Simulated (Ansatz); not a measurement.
Frequency calculation of SiPH6F

The run: frequency calculation of SiPH6F. Method and program: RKS PBE-D4/def2-SVP (Ansatz 0.2.0).

It belongs to a series of runs on one base structure; here: vibrations at the highest image of the band. Figures and captions count atoms from 1; the log counts them from 0 in places.

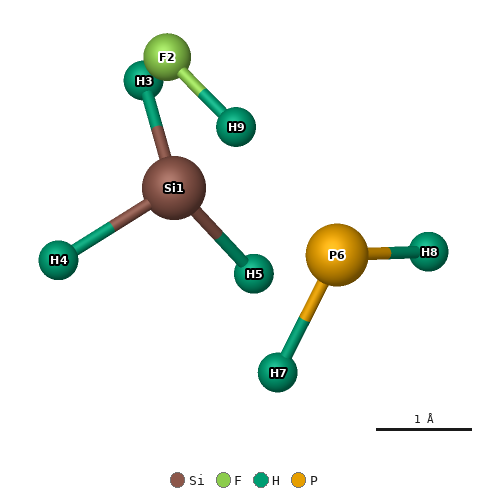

The structure (ball-and-stick view, seen at a tilt; atoms are numbered from 1 in the order of the input). Bond lengths as drawn: F–H 1.14 Å, H–P 1.43 Å and H–Si 1.50 to 1.51 Å.

Input file
```yaml
crystal:
  periodic: [false, false, false]
  atoms:
    - { symbol: Si, position_ang: [-0.222108, -0.170014, 0.03084] }
    - { symbol: F, position_ang: [0.103613, 0.83594, 1.681056] }
    - { symbol: H, position_ang: [1.23713, -0.523412, 0.12636] }
    - { symbol: H, position_ang: [-0.475753, 1.006421, -0.85928] }
    - { symbol: H, position_ang: [-0.798422, -1.399896, -0.633348] }
    - { symbol: P, position_ang: [-2.527934, -0.145709, 1.5015] }
    - { symbol: H, position_ang: [-2.981645, 0.057736, 0.158833] }
    - { symbol: H, position_ang: [-2.370833, -1.566778, 1.431164] }
    - { symbol: H, position_ang: [-1.002646, 0.593609, 1.806975] }
basis:
  gaussian: { orbitals: def2-SVP }
hamiltonian:
  xc: pbe
  dispersion: d4
phonons: {}
```

Launched with:
```bash
ansatz run input.yaml --threads 1 --pin off --max-ram 2048MiB --backend cpu --events-out ev --progress --plain --runs-dir out
```

What the program printed
```
Engine: ansatz 0.2.0, aarch64-unknown-linux-gnu
Functional definition: PBE
  parameter kappa = 0.804
  parameter beta = 0.06672455060314922
  exchange = pbe_x(kappa = kappa, mu = beta*pi^2/3)
  correlation = pbe_c(beta = beta)
899 factors; their error is unknown
mean field evaluation 1: about -19958.9772 eV, gradient 2.7e1 eV
mean field evaluation 2: about -19956.7139 eV, gradient 5.0e1 eV
mean field evaluation 4: about -19960.4991 eV, gradient 2.7e0 eV
mean field evaluation 8: about -19960.5307 eV, gradient 5.6e-2 eV
mean field evaluation 16: about -19960.4823 eV, gradient 1.4e-5 eV
mean field -19960.48230815 eV, -733.5341951236 hartree, gradient 1.4e-5 eV, S^2 0.000000; 0 other end points of the search recorded, 0 dependent functions left out
the calculation of the forces begins
reference -19960.48233877 eV, -733.5341962489 hartree; 22, 22 occupied and 58, 58 virtual orbitals, 899 factors
these checks for a lower state are left out or cut short: stability, starts, cluster_reference, orbital_swaps, neighbouring_geometries, increment
899 factors; their error is unknown
mean field -19960.48226541 eV, -733.5341935529 hartree, gradient 2.2e-6 eV, S^2 0.000000; 0 other end points of the search recorded, 0 dependent functions left out
[... from here on the field's lines of each further geometry are left out, up to the last ...]
the calculation of the forces begins
reference -19960.48230774 eV, -733.5341951086 hartree; 22, 22 occupied and 58, 58 virtual orbitals, 899 factors
these checks for a lower state are left out or cut short: stability, starts, cluster_reference, orbital_swaps, neighbouring_geometries, increment
899 factors; their error is unknown
mean field -19960.48231311 eV, -733.5341953060 hartree, gradient 1.1e-6 eV, S^2 0.000000; 0 other end points of the search recorded, 0 dependent functions left out
the calculation of the forces begins
reference -19960.48234373 eV, -733.5341964312 hartree; 22, 22 occupied and 58, 58 virtual orbitals, 899 factors
WARN: phonons: modes at or below zero, which the zero-point energy, F, S and C_V leave out: 1, the lowest at -704.18 cm⁻¹. A minimum has none, and a first-order saddle one
Total energy: -19960.64873214 eV, -733.5403110925 hartree
Atom 0 at    -0.222108    -0.170014     0.030840 Å, force     0.003333     0.012567    -0.001026 eV/Å
Atom 1 at     0.103613     0.835940     1.681056 Å, force     0.011048    -0.000188     0.000353 eV/Å
Atom 2 at     1.237130    -0.523412     0.126360 Å, force    -0.000065     0.000001     0.001986 eV/Å
Atom 3 at    -0.475753     1.006421    -0.859280 Å, force     0.001560     0.000067    -0.001509 eV/Å
Atom 4 at    -0.798422    -1.399896    -0.633348 Å, force    -0.007564    -0.001814     0.003166 eV/Å
Atom 5 at    -2.527934    -0.145709     1.501500 Å, force     0.008317    -0.009106     0.004489 eV/Å
Atom 6 at    -2.981645     0.057736     0.158833 Å, force     0.006223     0.000039    -0.001535 eV/Å
Atom 7 at    -2.370833    -1.566778     1.431164 Å, force    -0.007070     0.000997     0.002281 eV/Å
Atom 8 at    -1.002646     0.593609     1.806975 Å, force    -0.015782    -0.002562    -0.008205 eV/Å
Dipole moment:    -0.092323    -0.110355    -0.110158 e Å
Vibrations: -704.18 132.14 223.50 278.39 380.86 481.68 506.95 618.15 681.06 827.28 892.32 922.26 968.28 1007.59 1029.14 1436.81 2104.57 2159.87 2205.44 2368.83 2395.62 cm⁻¹, zero-point energy 1.340315 eV
```

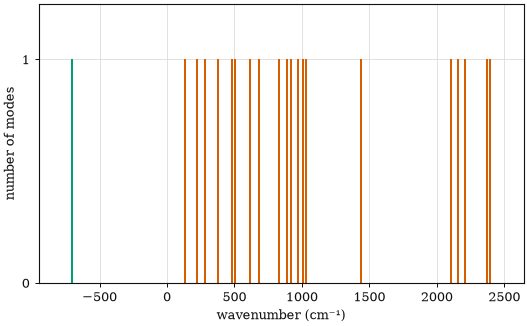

Harmonic vibrational wavenumbers from the force constants; neighbouring modes closer than 14 cm⁻¹ are counted in one stick, and imaginary ones are drawn at negative wavenumbers. 21 modes from 704i to 2396 cm⁻¹, 1 imaginary beyond 8i (704i cm⁻¹): a first-order saddle point, if the geometry is stationary.

Results in brief

| quantity | value |
| --- | --- |
| outcome | converged |
| total energy | −19960.6487 eV |
| mean-field energy | −19960.4823 eV |
| largest force (length of the vector) | 0.018 eV/Å |
| hardware | 1 thread of Arm Neoverse V2, 24 GiB of memory available, shared host |
| wall time | 66 s |
| peak memory | 0.11 GiB |
